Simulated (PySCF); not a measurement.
# What a change does: NMR shielding calculation on C2H7PS2Si

System: C2H7PS2Si, SMILES P[SiH]1SCCS1.
Method of run A: GIAO PBE0/pcSseg-1 NMR shielding, non-relativistic, gas phase (PySCF 2.14.0).

The geometry comes from this level: GFN2-xTB. Text and figures count atoms from 1; the logs count them from 0 in places.

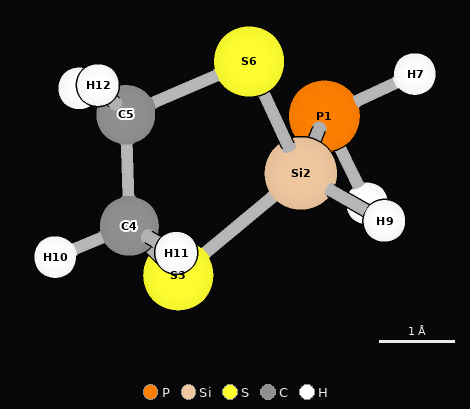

Figure 1. The input geometry (ball-and-stick view, seen at a tilt; atoms are numbered from 1 in the order of the input). Bond lengths as drawn: C–C 1.51 Å, C–H 1.09 Å, C–S 1.82 Å, H–P 1.38 Å, H–Si 1.47 Å, P–Si 2.24 Å and S–Si 2.15 to 2.16 Å.

Input, run A:
```
{"job": {"kind": "nmr", "xc": "PBE0", "basis": "pcSseg-1"}, "charge": 0, "multiplicity": 1}
P      2.912274     0.637965     0.086603
Si     1.043880    -0.325640    -0.674887
S     -0.365630     1.151434    -1.351542
C     -1.804411     0.307654    -0.616917
C     -1.510676    -0.110785     0.802907
S     -0.111242    -1.279748     0.876343
H      3.592713    -0.565717     0.142199
H      3.375906     0.930768    -1.183913
H      1.162678    -1.333772    -1.732510
H     -2.626670     1.022204    -0.645747
H     -2.050128    -0.551890    -1.240340
H     -2.363184    -0.632657     1.236695
H     -1.259899     0.750670     1.422133
```

The first line tells a small driver script what to run in PySCF; the rest is the geometry in Å.

Command:
```bash
OMP_NUM_THREADS=1 python <driver script> task.json out
```

Hardware: 1 CPU thread, shared host.

Output (run A):
```
coarse grid: 13008 points
cycle   1  E = -1506.9518799808  dE =  6.111e-01  |g| = 2.777e-01  |ddm| = 3.461e+00
cycle   2  E = -1506.9522736229  dE = -3.936e-04  |g| = 2.911e-01  |ddm| = 8.842e-01
cycle   3  E = -1506.9762214413  dE = -2.395e-02  |g| = 4.352e-02  |ddm| = 4.930e-01
cycle   4  E = -1506.9767169099  dE = -4.955e-04  |g| = 1.775e-02  |ddm| = 8.946e-02
cycle   5  E = -1506.9768132796  dE = -9.637e-05  |g| = 4.710e-03  |ddm| = 3.055e-02
cycle   6  E = -1506.9768179554  dE = -4.676e-06  |g| = 1.875e-03  |ddm| = 5.939e-03
final grid: 107368 points
cycle   7  E = -1507.0165713298  dE = -2.475e-05  |g| = 5.725e-03  |ddm| = 2.834e-02
cycle   8  E = -1507.0165666045  dE =  4.725e-06  |g| = 7.067e-03  |ddm| = 1.254e-02
cycle   9  E = -1507.0165785938  dE = -1.199e-05  |g| = 8.141e-04  |ddm| = 7.613e-03
cycle  10  E = -1507.0165787729  dE = -1.792e-07  |g| = 1.441e-04  |ddm| = 1.132e-03
cycle  11  E = -1507.0165787782  dE = -5.257e-09  |g| = 4.927e-05  |ddm| = 2.429e-04
cycle  12  E = -1507.0165787789  dE = -7.142e-10  |g| = 1.560e-05  |ddm| = 9.400e-05
converged SCF energy = -1507.0165787789

GIAO shielding tensors (ppm)
atom      isotropic    diamagn.    paramagn.     s11        s22        s33       span
  0 P      605.408     966.087    -360.680    570.274    618.064    627.884     57.610
  1 Si     316.213     878.427    -562.214    257.946    338.147    352.547     94.601
  2 S      606.627    1057.930    -451.303    465.539    540.188    814.154    348.615
  3 C      144.061     251.511    -107.450    110.182    153.349    168.651     58.470
  4 C      145.138     251.050    -105.912    112.735    154.267    168.413     55.678
  5 S      615.529    1058.033    -442.505    466.908    567.516    812.161    345.253
  6 H       30.245      28.808       1.437     24.627     27.473     38.635     14.008
  7 H       30.199      28.673       1.526     24.325     27.615     38.657     14.332
  8 H       25.318      28.449      -3.131     21.121     22.744     32.090     10.969
  9 H       28.580      29.597      -1.017     21.555     26.542     37.644     16.089
 10 H       29.039      30.478      -1.438     23.107     26.647     37.364     14.257
 11 H       28.632      29.773      -1.141     21.699     26.677     37.521     15.822
 12 H       28.999      30.788      -1.789     23.435     26.594     36.968     13.534
```

The input of run B differs as follows (lines with − go, lines with + come):
```diff
-"basis": "pcSseg-1"
+"basis": "6-311G**"
+"pop": false
+"scf": {"guess": "huckel"}
```

How does run B compare with run A?

The total energy of run B is 74.7 kcal/mol lower, which measures the change of basis and not a stability. The dipole moment goes from 0.89 to 0.84 D. Of all shieldings, the largest change is that of Si2, by +6.8 ppm. The SCF takes 13 iterations against 12. The basis functions go from 165 to 182.

Output (run B):
```
final grid: 107368 points
cycle   1  E = -1502.5146227204  dE =  2.269e+00  |g| = 4.444e+00  |ddm| = 5.966e+00
cycle   2  E = -1485.4575057941  dE =  1.706e+01  |g| = 5.834e+00  |ddm| = 2.992e+01
cycle   3  E = -1492.2106767074  dE = -6.753e+00  |g| = 5.068e+00  |ddm| = 3.519e+01
cycle   4  E = -1506.9693837926  dE = -1.476e+01  |g| = 6.886e-01  |ddm| = 1.896e+01
cycle   5  E = -1507.0675532124  dE = -9.817e-02  |g| = 4.878e-01  |ddm| = 1.644e+00
cycle   6  E = -1507.1317817039  dE = -6.423e-02  |g| = 9.443e-02  |ddm| = 5.632e-01
cycle   7  E = -1507.1344889568  dE = -2.707e-03  |g| = 6.357e-02  |ddm| = 2.317e-01
cycle   8  E = -1507.1356096181  dE = -1.121e-03  |g| = 1.210e-02  |ddm| = 8.552e-02
cycle   9  E = -1507.1356430646  dE = -3.345e-05  |g| = 3.025e-03  |ddm| = 1.901e-02
cycle  10  E = -1507.1356457144  dE = -2.650e-06  |g| = 9.096e-04  |ddm| = 5.403e-03
cycle  11  E = -1507.1356459451  dE = -2.306e-07  |g| = 2.115e-04  |ddm| = 1.363e-03
cycle  12  E = -1507.1356459554  dE = -1.035e-08  |g| = 5.849e-05  |ddm| = 3.081e-04
cycle  13  E = -1507.1356459564  dE = -9.504e-10  |g| = 1.594e-05  |ddm| = 9.842e-05
converged SCF energy = -1507.1356459564

GIAO shielding tensors (ppm)
atom      isotropic    diamagn.    paramagn.     s11        s22        s33       span
  0 P      603.161     965.651    -362.490    573.404    617.550    618.530     45.126
  1 Si     323.050     878.088    -555.039    266.976    343.598    358.575     91.599
  2 S      603.464    1056.561    -453.097    465.688    542.273    802.430    336.741
  3 C      146.854     250.357    -103.503    112.310    156.781    171.470     59.160
  4 C      147.978     249.838    -101.860    115.220    157.651    171.064     55.843
  5 S      612.246    1056.634    -444.387    466.134    570.782    799.822    333.688
  6 H       30.364      29.200       1.164     24.722     27.683     38.687     13.965
  7 H       30.295      29.076       1.219     24.394     27.805     38.686     14.293
  8 H       25.774      28.532      -2.758     21.567     23.257     32.498     10.931
  9 H       28.790      30.112      -1.322     21.767     26.940     37.663     15.895
 10 H       29.263      30.483      -1.220     23.367     27.047     37.375     14.009
 11 H       28.871      30.287      -1.416     21.968     27.092     37.552     15.584
 12 H       29.260      30.727      -1.466     23.643     27.003     37.135     13.492
```

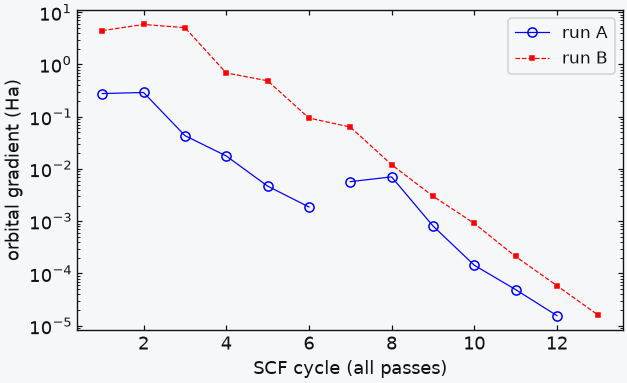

Figure 2. Convergence of the two runs: orbital gradient against the SCF cycle. A break in a curve parts two SCF passes (coarse and final grid). Run A takes 12 cycles in all, and run B takes 13.

The two runs side by side:

```csv
quantity,run A,run B
outcome,converged,converged
total energy (hartree),−1507.016579,−1507.135646
HOMO (eV),−7.00,−6.97
LUMO (eV),−0.43,−0.46
dipole moment (D),0.89,0.84
shielding of P1 (ppm),605.4,603.2
shielding of Si2 (ppm),316.2,323.0
shielding of S3 (ppm),606.6,603.5
shielding of C4 (ppm),144.1,146.9
shielding of C5 (ppm),145.1,148.0
shielding of S6 (ppm),615.5,612.2
shielding of H9 (ppm),25.3,25.8
SCF iterations,12,13
basis functions,165,182
wall time (shared host),39 s,35 s
```
